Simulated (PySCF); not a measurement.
# CH9BN2: NMR shifts at several levels of theory

Aim: compute the NMR shifts of CH9BN2 (`C[NH2+][BH2-]N`) at several levels, and see how far they spread and what each costs.

Computed with PySCF 2.14.0, with density-fitted response routines of our own, on a single molecule in the gas phase. Atoms are numbered from 0 throughout.

## Step 1: Starting geometry

13 atoms, charge 0, multiplicity 1; geometry from: GFN2-xTB.

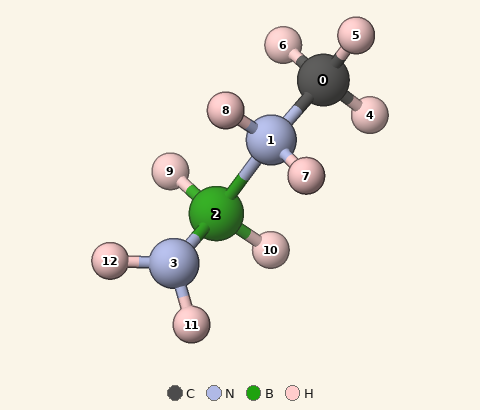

As it starts; carbon dark grey, nitrogen light blue, boron green, hydrogen pink, atoms numbered.

## Step 2: Relaxing the molecule at PBE0-D3(BJ)/def2-SVP

What the job is given:

```
{"job": {"xc": "PBE0", "basis": "def2-SVP", "d3": "d3bj", "grid": 1, "kind": "geom"}, "charge": 0, "multiplicity": 1}
C     -1.764267    -0.221389    -0.599076
N     -0.444895    -0.528150    -0.069495
B      0.794232     0.630410    -0.351992
N      1.948021     0.001018     0.352153
H     -2.104880     0.718999    -0.170430
H     -2.495687    -1.003639    -0.378372
H     -1.690014    -0.092937    -1.677109
H     -0.455997    -0.623658     0.940456
H     -0.070264    -1.385769    -0.461112
H      0.877633     0.661559    -1.541276
H      0.364473     1.621475     0.153738
H      2.311568     0.499132     1.149212
H      2.725689    -0.276565    -0.225672
```

The program printed:

```text
step   0  E = -177.55992340  max force = 0.022166
step   1  E = -177.56220136  max force = 0.005833
step   2  E = -177.56237350  max force = 0.002734
step   3  E = -177.56242512  max force = 0.000823
step   4  E = -177.56243253  max force = 0.000469
step   5  E = -177.56243590  max force = 0.000194
optimisation converged
```

Run time: 13 s. Hardware: 1 thread, shared host.

Relaxation path:

```
step  energy from step 0 (eV)  largest force component (eV/Å)
   0                   0.0000                          1.1398
   1                  -0.0620                          0.2999
   2                  -0.0667                          0.1406
   3                  -0.0681                          0.0423
   4                  -0.0683                          0.0241
   5                  -0.0684                          0.0100
```

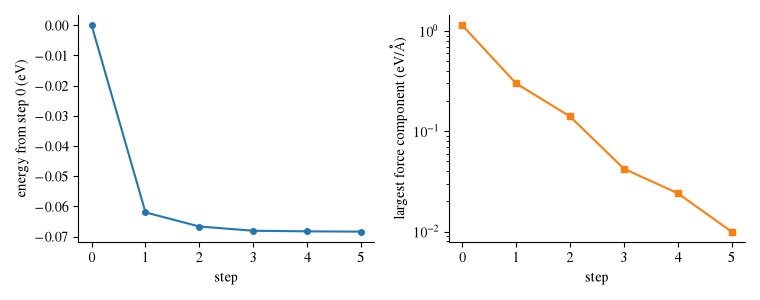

Energy and largest force along the relaxation.

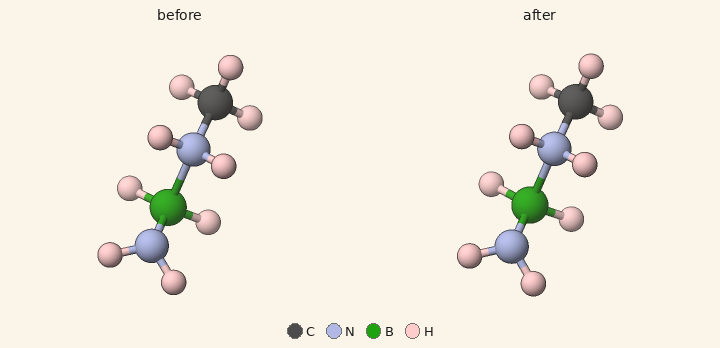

Before and after, at one scale.

Distances of close pairs at the start and the end, largest changes first:

```
  bond  before (Å)  after (Å)  change (Å)
 N1–B2       1.720      1.677      -0.043
 B2–H9       1.193      1.234      +0.041
B2–H10       1.193      1.234      +0.041
 C0–H4       1.088      1.098      +0.010
 C0–H6       1.088      1.098      +0.010
 N1–H7       1.015      1.021      +0.007
 N1–H8       1.015      1.021      +0.007
 C0–H5       1.093      1.100      +0.007
```

The next job starts from the end point, and lists it.

```csv
at the end point,value
point group (found at 0.08 Å tolerance),Cs
"rotational constants (GHz, main isotopes)","23.298, 3.561, 3.351"
dipole moment (D),3.82
```

## Step 3: Nuclear shieldings: PBE0/cc-pVDZ

What the job is given:

```
{"job": {"kind": "nmr", "xc": "PBE0", "basis": "cc-pVDZ", "pop": true}, "charge": 0, "multiplicity": 1}
C     -2.044841     0.024428    -0.361154
N     -0.728048    -0.288201     0.184574
B      0.473663     0.847387    -0.094676
N      1.692052     0.300218     0.572447
H     -2.383222     0.978729     0.063219
H     -2.787007    -0.758651    -0.145908
H     -1.952526     0.155183    -1.447305
H     -0.755830    -0.411786     1.198033
H     -0.364257    -1.168716    -0.183319
H      0.513833     0.896037    -1.326991
H     -0.001069     1.867803     0.411299
H      2.054568     0.861184     1.335045
H      2.464946     0.086477    -0.047668
```

Level: GIAO PBE0/cc-pVDZ NMR shielding, non-relativistic, gas phase.

The program printed:

```text
coarse grid: 9880 points
cycle   1  E = -177.6171183561  dE =  1.776e-01  |g| = 4.903e-01  |ddm| = 6.073e+00
cycle   2  E = -177.5966841817  dE =  2.043e-02  |g| = 5.963e-01  |ddm| = 1.955e+00
cycle   3  E = -177.6817577706  dE = -8.507e-02  |g| = 6.756e-02  |ddm| = 9.804e-01
cycle   4  E = -177.6827975468  dE = -1.040e-03  |g| = 2.041e-02  |ddm| = 1.397e-01
cycle   5  E = -177.6829058460  dE = -1.083e-04  |g| = 3.944e-03  |ddm| = 4.139e-02
cycle   6  E = -177.6829092171  dE = -3.371e-06  |g| = 1.977e-03  |ddm| = 8.294e-03
final grid: 92752 points
cycle   7  E = -177.6907194257  dE = -2.531e-05  |g| = 9.779e-03  |ddm| = 5.381e-02
cycle   8  E = -177.6907080868  dE =  1.134e-05  |g| = 1.228e-02  |ddm| = 3.460e-02
cycle   9  E = -177.6907421393  dE = -3.405e-05  |g| = 7.193e-04  |ddm| = 1.860e-02
cycle  10  E = -177.6907422626  dE = -1.233e-07  |g| = 1.491e-04  |ddm| = 1.395e-03
cycle  11  E = -177.6907422675  dE = -4.869e-09  |g| = 3.217e-05  |ddm| = 2.576e-04
cycle  12  E = -177.6907422677  dE = -2.675e-10  |g| = 1.034e-05  |ddm| = 7.930e-05
converged SCF energy = -177.6907422677

GIAO shielding tensors (ppm)
atom      isotropic    diamagn.    paramagn.     s11        s22        s33       span
  0 C      170.214     243.292     -73.077    154.048    158.684    197.912     43.864
  1 N      206.133     305.651     -99.518    194.254    195.812    228.332     34.078
  2 B      120.271     198.113     -77.842     98.025    126.237    136.551     38.526
  3 N      256.045     301.943     -45.898    241.384    256.927    269.826     28.442
  4 H       28.853      28.529       0.324     24.826     27.484     34.247      9.421
  5 H       29.181      27.356       1.825     24.409     27.118     36.016     11.606
  6 H       28.853      28.941      -0.089     24.811     27.482     34.265      9.453
  7 H       29.490      31.201      -1.711     24.517     27.853     36.100     11.583
  8 H       29.463      31.683      -2.220     24.515     27.787     36.086     11.570
  9 H       28.578      32.938      -4.360     24.873     29.803     31.058      6.186
 10 H       28.587      32.621      -4.033     24.858     29.840     31.064      6.205
 11 H       31.513      29.834       1.679     24.567     28.376     41.596     17.029
 12 H       31.518      30.088       1.429     24.578     28.364     41.611     17.034
```

Wall time 5.4 s (1 thread, shared host).

The references, computed at this level on geometries of the same kind, shield at (ppm): 1H TMS 31.29, 13C TMS 196.8, 15N NH3 273.1, 11B BF3·OEt2 113.8. Their shielding less the atom's gives the shift. The references are single molecules in the gas phase, so shifts against H2O, NH3, PH3, H3PO4 or CFCl3 are not on the usual liquid scales and can be off by tens of ppm. Atoms listed in one row are averaged.

| atoms | environment | σ (ppm) | δ (ppm) |
| --- | --- | --- | --- |
| C0 | methyl carbon bonded to N | 170.2 | 26.5 |
| H9, H10 | hydrogen on a boron bonded to 2 N | 28.58 | 2.71 |
| H4, H5, H6 | hydrogen on a methyl carbon bonded to N | 28.96 | 2.33 |
| H7, H8 | hydrogen on a donor nitrogen of a Lewis adduct | 29.48 | 1.81 |
| H11, H12 | hydrogen on a nitrogen bonded to B | 31.52 | -0.23 |
| N1 | donor nitrogen of a Lewis adduct | 206.1 | 67.0 |
| N3 | nitrogen bonded to B, 2 H | 256.0 | 17.1 |
| B2 | boron bonded to 2 N, 2 H | 120.3 | -6.5 |

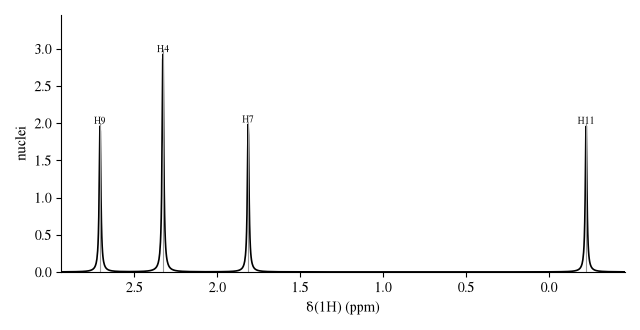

1H lines at the computed shifts, without couplings. Lines are broadened to a width of 0.01 ppm (Lorentzian).

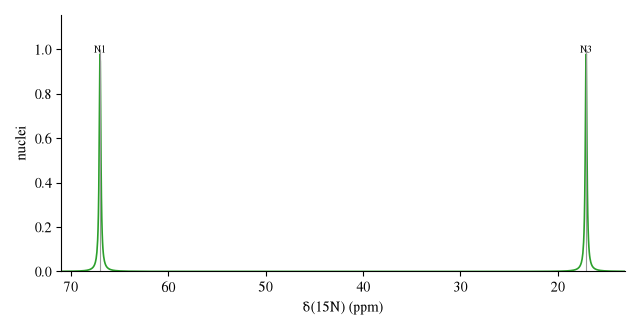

15N lines at the computed shifts, without couplings. Lines are broadened to a width of 0.20 ppm (Lorentzian).

The run also stored atomic charges by several schemes (e):

| atoms | Mulliken | IAO | Hirshfeld | ESP fit |
| --- | --- | --- | --- | --- |
| C0 | -0.02 | -0.31 | -0.04 | -0.34 |
| N1 | 0.00 | -0.30 | -0.04 | -0.01 |
| B2 | -0.16 | -0.12 | -0.02 | 0.34 |
| N3 | -0.19 | -0.66 | -0.32 | -1.05 |

IAO charges:

C0 -0.31; N1 -0.30; B2 -0.12; N3 -0.66; H4 0.16; H5 0.14; H6 0.16; H7 0.28; H8 0.28; H9 -0.06; H10 -0.06; H11 0.24; H12 0.24

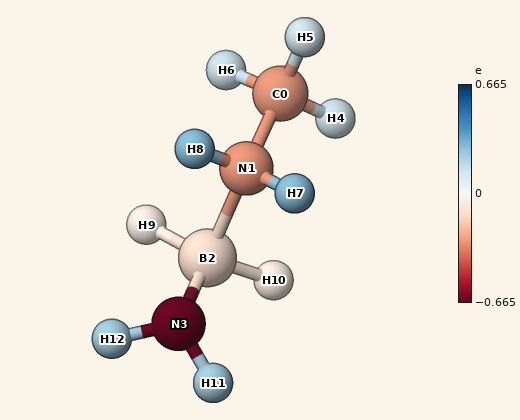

IAO charges, as colours on the atoms.

Mayer bond orders: C0–N1 1.03, N1–B2 0.68, B2–N3 1.25.

## Step 4: NMR shieldings: PBE0/cc-pVTZ

Same as in step 3 but for these lines:

```diff
@@ -1,2 +1,2 @@
-{"job": {"kind": "nmr", "xc": "PBE0", "basis": "cc-pVDZ", "pop": true}, "charge": 0, "multiplicity": 1}
+{"job": {"kind": "nmr", "xc": "PBE0", "basis": "cc-pVTZ", "pop": true}, "charge": 0, "multiplicity": 1}
 C     -2.044841     0.024428    -0.361154
```

With the program's defaults for keys left out, this is: GIAO PBE0/cc-pVTZ NMR shielding, non-relativistic, gas phase.

The program printed:

```text
coarse grid: 9880 points
cycle   1  E = -177.6883673166  dE =  1.325e-01  |g| = 5.076e-01  |ddm| = 6.767e+00
cycle   2  E = -177.6547643457  dE =  3.360e-02  |g| = 6.617e-01  |ddm| = 2.162e+00
cycle   3  E = -177.7565477155  dE = -1.018e-01  |g| = 7.114e-02  |ddm| = 1.221e+00
cycle   4  E = -177.7575743303  dE = -1.027e-03  |g| = 2.616e-02  |ddm| = 1.503e-01
cycle   5  E = -177.7577388187  dE = -1.645e-04  |g| = 3.808e-03  |ddm| = 4.552e-02
cycle   6  E = -177.7577417958  dE = -2.977e-06  |g| = 2.092e-03  |ddm| = 8.562e-03
final grid: 92752 points
cycle   7  E = -177.7529186660  dE = -7.740e-05  |g| = 1.028e-02  |ddm| = 9.552e-02
cycle   8  E = -177.7529050699  dE =  1.360e-05  |g| = 1.309e-02  |ddm| = 3.734e-02
cycle   9  E = -177.7529414592  dE = -3.639e-05  |g| = 8.661e-04  |ddm| = 1.998e-02
cycle  10  E = -177.7529416065  dE = -1.473e-07  |g| = 2.709e-04  |ddm| = 1.672e-03
cycle  11  E = -177.7529416225  dE = -1.592e-08  |g| = 4.965e-05  |ddm| = 4.477e-04
cycle  12  E = -177.7529416230  dE = -5.181e-10  |g| = 2.141e-05  |ddm| = 1.086e-04
converged SCF energy = -177.7529416230

GIAO shielding tensors (ppm)
atom      isotropic    diamagn.    paramagn.     s11        s22        s33       span
  0 C      160.554     239.613     -79.059    144.250    148.052    189.360     45.110
  1 N      196.589     302.247    -105.658    185.425    186.650    217.692     32.267
  2 B      111.546     192.771     -81.225     89.284    117.037    128.317     39.033
  3 N      245.297     301.461     -56.164    231.330    241.092    263.469     32.139
  4 H       28.842      28.305       0.538     24.800     27.497     34.230      9.430
  5 H       29.135      27.688       1.446     24.430     26.931     36.043     11.613
  6 H       28.844      28.429       0.415     24.790     27.496     34.247      9.456
  7 H       29.242      30.621      -1.379     24.076     27.502     36.146     12.070
  8 H       29.217      30.896      -1.679     24.079     27.440     36.132     12.053
  9 H       28.607      31.297      -2.690     25.019     29.893     30.909      5.890
 10 H       28.616      31.230      -2.613     25.006     29.923     30.920      5.915
 11 H       31.209      30.175       1.034     24.351     27.759     41.516     17.165
 12 H       31.213      30.268       0.945     24.358     27.748     41.533     17.175
```

Run time: 17 s. Hardware: 1 thread, shared host.

Key values: δ C0 26.7, N1 70.2, N3 21.5, B2 -8.8, H9 2.68, H4 2.35 ppm (means over like atoms).

## Step 5: Shielding tensors: PBE0/aug-cc-pVDZ

Same as in step 4 but for these lines:

```diff
@@ -1,2 +1,2 @@
-{"job": {"kind": "nmr", "xc": "PBE0", "basis": "cc-pVTZ", "pop": true}, "charge": 0, "multiplicity": 1}
+{"job": {"kind": "nmr", "xc": "PBE0", "basis": "aug-cc-pVDZ", "pop": true}, "charge": 0, "multiplicity": 1}
 C     -2.044841     0.024428    -0.361154
```

Level: GIAO PBE0/aug-cc-pVDZ NMR shielding, non-relativistic, gas phase.

The program printed:

```text
coarse grid: 9880 points
cycle   1  E = -177.6355732850  dE =  1.586e-01  |g| = 4.889e-01  |ddm| = 7.845e+00
cycle   2  E = -177.5905989282  dE =  4.497e-02  |g| = 6.685e-01  |ddm| = 2.316e+00
cycle   3  E = -177.7013393813  dE = -1.107e-01  |g| = 7.502e-02  |ddm| = 1.089e+00
cycle   4  E = -177.7025956960  dE = -1.256e-03  |g| = 2.301e-02  |ddm| = 1.737e-01
cycle   5  E = -177.7027359494  dE = -1.403e-04  |g| = 3.606e-03  |ddm| = 7.981e-02
cycle   6  E = -177.7027389353  dE = -2.986e-06  |g| = 1.858e-03  |ddm| = 1.111e-02
final grid: 92752 points
cycle   7  E = -177.7105517428  dE = -3.310e-05  |g| = 9.926e-03  |ddm| = 1.518e-01
cycle   8  E = -177.7105365333  dE =  1.521e-05  |g| = 1.303e-02  |ddm| = 3.973e-02
cycle   9  E = -177.7105752954  dE = -3.876e-05  |g| = 8.851e-04  |ddm| = 2.044e-02
cycle  10  E = -177.7105754765  dE = -1.811e-07  |g| = 1.915e-04  |ddm| = 1.866e-03
cycle  11  E = -177.7105754844  dE = -7.957e-09  |g| = 5.808e-05  |ddm| = 4.494e-04
cycle  12  E = -177.7105754852  dE = -7.187e-10  |g| = 2.609e-05  |ddm| = 1.506e-04
converged SCF energy = -177.7105754852

GIAO shielding tensors (ppm)
atom      isotropic    diamagn.    paramagn.     s11        s22        s33       span
  0 C      169.730     197.245     -27.515    153.908    156.981    198.300     44.391
  1 N      205.934     283.629     -77.695    193.891    195.006    228.904     35.013
  2 B      117.350     229.269    -111.920     96.922    122.242    132.884     35.962
  3 N      250.787     286.849     -36.062    241.275    242.943    268.142     26.866
  4 H       28.930      25.913       3.017     24.912     27.626     34.254      9.342
  5 H       29.168      29.388      -0.220     24.473     27.058     35.974     11.501
  6 H       28.933      25.719       3.215     24.906     27.626     34.269      9.363
  7 H       29.354      31.367      -2.013     24.278     27.615     36.168     11.890
  8 H       29.328      31.052      -1.723     24.278     27.554     36.153     11.875
  9 H       28.530      28.410       0.120     24.962     29.770     30.858      5.896
 10 H       28.540      27.618       0.922     24.951     29.802     30.867      5.916
 11 H       31.178      32.783      -1.606     24.542     27.959     41.032     16.490
 12 H       31.182      32.679      -1.497     24.549     27.948     41.049     16.500
```

It took 11 s on 1 thread, shared host.

This run: δ C0 25.4, N1 63.9, N3 19.1, B2 -7.2, H9 2.86, H4 2.38 ppm (means over like atoms).

## Step 6: NMR shieldings: PBE0/IGLO-III

Same as in step 5 but for these lines:

```diff
@@ -1,2 +1,2 @@
-{"job": {"kind": "nmr", "xc": "PBE0", "basis": "aug-cc-pVDZ", "pop": true}, "charge": 0, "multiplicity": 1}
+{"job": {"kind": "nmr", "xc": "PBE0", "basis": "IGLO-III", "pop": true}, "charge": 0, "multiplicity": 1}
 C     -2.044841     0.024428    -0.361154
```

Level: GIAO PBE0/IGLO-III NMR shielding, non-relativistic, gas phase.

The program printed:

```text
coarse grid: 9880 points
cycle   1  E = -177.6986482133  dE =  1.317e-01  |g| = 5.097e-01  |ddm| = 1.969e+00
cycle   2  E = -177.6556539394  dE =  4.299e-02  |g| = 6.877e-01  |ddm| = 9.320e-01
cycle   3  E = -177.7668137370  dE = -1.112e-01  |g| = 7.745e-02  |ddm| = 5.916e-01
cycle   4  E = -177.7679896893  dE = -1.176e-03  |g| = 2.895e-02  |ddm| = 6.331e-02
cycle   5  E = -177.7681920545  dE = -2.024e-04  |g| = 3.925e-03  |ddm| = 1.819e-02
cycle   6  E = -177.7681951642  dE = -3.110e-06  |g| = 2.046e-03  |ddm| = 3.458e-03
final grid: 92752 points
cycle   7  E = -177.7641712781  dE = -7.903e-05  |g| = 1.020e-02  |ddm| = 5.570e-02
cycle   8  E = -177.7641564402  dE =  1.484e-05  |g| = 1.323e-02  |ddm| = 1.309e-02
cycle   9  E = -177.7641936176  dE = -3.718e-05  |g| = 9.348e-04  |ddm| = 7.055e-03
cycle  10  E = -177.7641937846  dE = -1.670e-07  |g| = 3.126e-04  |ddm| = 5.942e-04
cycle  11  E = -177.7641938056  dE = -2.101e-08  |g| = 6.494e-05  |ddm| = 1.945e-04
cycle  12  E = -177.7641938064  dE = -8.017e-10  |g| = 2.911e-05  |ddm| = 4.683e-05
converged SCF energy = -177.7641938064

GIAO shielding tensors (ppm)
atom      isotropic    diamagn.    paramagn.     s11        s22        s33       span
  0 C      156.452     245.467     -89.015    139.858    143.227    186.272     46.414
  1 N      192.910     317.776    -124.867    181.088    182.462    215.180     34.092
  2 B      107.256     187.820     -80.564     85.366    112.641    123.759     38.393
  3 N      238.991     315.612     -76.621    228.433    229.966    258.573     30.140
  4 H       28.950      28.285       0.665     24.884     27.659     34.307      9.423
  5 H       29.229      26.933       2.296     24.544     27.054     36.090     11.546
  6 H       28.952      28.652       0.300     24.877     27.657     34.324      9.447
  7 H       29.361      30.990      -1.629     24.123     27.626     36.333     12.211
  8 H       29.337      31.470      -2.134     24.126     27.565     36.318     12.192
  9 H       28.628      30.927      -2.299     25.068     29.897     30.919      5.851
 10 H       28.638      30.732      -2.094     25.056     29.927     30.930      5.874
 11 H       31.218      31.251      -0.033     24.499     27.863     41.292     16.793
 12 H       31.223      31.421      -0.197     24.508     27.853     41.310     16.802
```

Run time: 16 s. Hardware: 1 thread, shared host.

In short: δ C0 27.3, N1 67.6, N3 21.6, B2 -7.3, H9 2.74, H4 2.33 ppm (means over like atoms).

## Step 7: Nuclear shieldings: PBE0/pcSseg-0

Same as in step 6 but for these lines:

```diff
@@ -1,2 +1,2 @@
-{"job": {"kind": "nmr", "xc": "PBE0", "basis": "IGLO-III", "pop": true}, "charge": 0, "multiplicity": 1}
+{"job": {"kind": "nmr", "xc": "PBE0", "basis": "pcSseg-0", "pop": true}, "charge": 0, "multiplicity": 1}
 C     -2.044841     0.024428    -0.361154
```

Method: GIAO PBE0/pcSseg-0 NMR shielding, non-relativistic, gas phase.

The program printed:

```text
coarse grid: 9880 points
cycle   1  E = -177.2398702250  dE =  1.032e-01  |g| = 4.156e-01  |ddm| = 3.004e+00
cycle   2  E = -177.2346009411  dE =  5.269e-03  |g| = 4.819e-01  |ddm| = 1.162e+00
cycle   3  E = -177.2874303503  dE = -5.283e-02  |g| = 6.077e-02  |ddm| = 6.398e-01
cycle   4  E = -177.2882838305  dE = -8.535e-04  |g| = 1.626e-02  |ddm| = 8.352e-02
cycle   5  E = -177.2883613242  dE = -7.749e-05  |g| = 2.704e-03  |ddm| = 2.414e-02
cycle   6  E = -177.2883630087  dE = -1.684e-06  |g| = 1.375e-03  |ddm| = 5.123e-03
final grid: 92752 points
cycle   7  E = -177.2756151668  dE = -1.496e-05  |g| = 6.431e-03  |ddm| = 2.102e-02
cycle   8  E = -177.2756116734  dE =  3.493e-06  |g| = 7.732e-03  |ddm| = 1.566e-02
cycle   9  E = -177.2756245424  dE = -1.287e-05  |g| = 4.725e-04  |ddm| = 8.122e-03
cycle  10  E = -177.2756245961  dE = -5.372e-08  |g| = 8.896e-05  |ddm| = 5.443e-04
cycle  11  E = -177.2756245978  dE = -1.732e-09  |g| = 3.296e-05  |ddm| = 1.162e-04
cycle  12  E = -177.2756245981  dE = -2.914e-10  |g| = 6.278e-06  |ddm| = 4.206e-05
converged SCF energy = -177.2756245981

GIAO shielding tensors (ppm)
atom      isotropic    diamagn.    paramagn.     s11        s22        s33       span
  0 C      163.866     243.524     -79.658    145.688    151.227    194.683     48.995
  1 N      207.456     321.176    -113.719    196.617    199.231    226.521     29.903
  2 B      115.171     188.020     -72.849     91.700    121.610    132.202     40.502
  3 N      249.691     315.137     -65.446    230.361    254.475    264.238     33.877
  4 H       29.992      28.037       1.955     25.323     28.606     36.047     10.725
  5 H       30.333      27.667       2.667     25.049     28.393     37.559     12.510
  6 H       29.990      27.847       2.144     25.307     28.601     36.063     10.757
  7 H       31.590      32.529      -0.938     26.361     29.802     38.609     12.248
  8 H       31.571      32.315      -0.744     26.374     29.741     38.598     12.224
  9 H       29.155      30.759      -1.604     24.756     30.256     32.451      7.695
 10 H       29.161      30.991      -1.830     24.738     30.291     32.455      7.717
 11 H       32.826      30.745       2.081     25.729     29.385     43.366     17.637
 12 H       32.830      30.850       1.980     25.737     29.375     43.379     17.642
```

Run time: 2.9 s. Hardware: 1 thread, shared host.

Key values: δ C0 29.7, N1 58.6, N3 16.3, B2 -10.3, H9 3.67, H4 2.73 ppm (means over like atoms).

## Step 8: Comparing the runs: NMR shifts

Shifts (ppm) of some atoms, chosen among heavy atoms and hydrogens apart, means over like atoms, with basis size and wall time:

```
             run    C0    H9    H7    H11    N1    N3     B2  functions   time
    PBE0/cc-pVDZ  26.5  2.71  1.81  -0.23  67.0  17.1   -6.5        101  5.4 s
    PBE0/cc-pVTZ  26.7  2.68  2.06   0.08  70.2  21.5   -8.8        246   17 s
PBE0/aug-cc-pVDZ  25.4  2.86  2.05   0.22  63.9  19.1   -7.2        173   11 s
   PBE0/IGLO-III  27.3  2.74  2.03   0.15  67.6  21.6   -7.3        230   16 s
   PBE0/pcSseg-0  29.7  3.67  1.25   0.00  58.6  16.3  -10.3         54  2.9 s
```

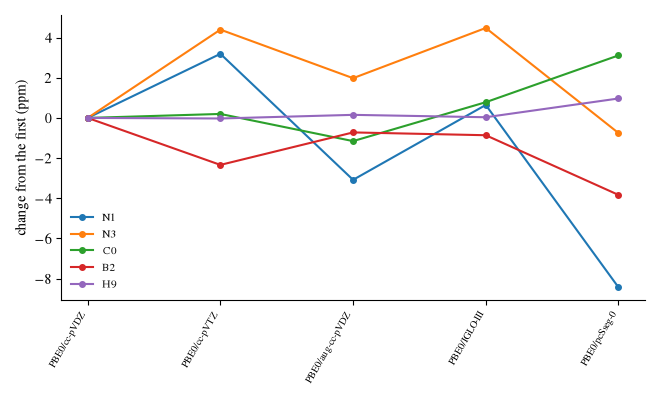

How five of the tabulated atoms move from run to run.

## Step 9: Results

| quantity | value |
| --- | --- |
| point group | Cs |
| rotational constants (main isotopes) | 23.30, 3.56, 3.35 GHz |
| 13C shifts against TMS (PBE0/cc-pVDZ) | 26.5 ppm |
| 1H shifts against TMS (PBE0/cc-pVDZ, means over atoms taken as alike) | 2.71, 2.33, 1.81, -0.23 ppm |
| 15N shifts against NH3 (PBE0/cc-pVDZ) | 67.0, 17.1 ppm |
| 11B shifts against BF3·OEt2 (PBE0/cc-pVDZ) | -6.5 ppm |
| range of the shift of N1 | 58.6 to 70.2 ppm |

Single values in the summary come from the first run of each kind that ended normally (PBE0/cc-pVDZ), which need not be the best level. Over 5 steps the energy fell by 0.068 eV; of the close pairs, N1–B2 changed most, 1.720 to 1.677 Å. No frequency check was run at this level, so the end point may be a saddle. At PBE0/cc-pVDZ: The widest tensor belongs to C0: span 44 ppm, with a paramagnetic part of -73 ppm. Across the 5 runs the shift of N1 moves most, between 58.6 (PBE0/pcSseg-0) and 70.2 ppm (PBE0/cc-pVTZ).
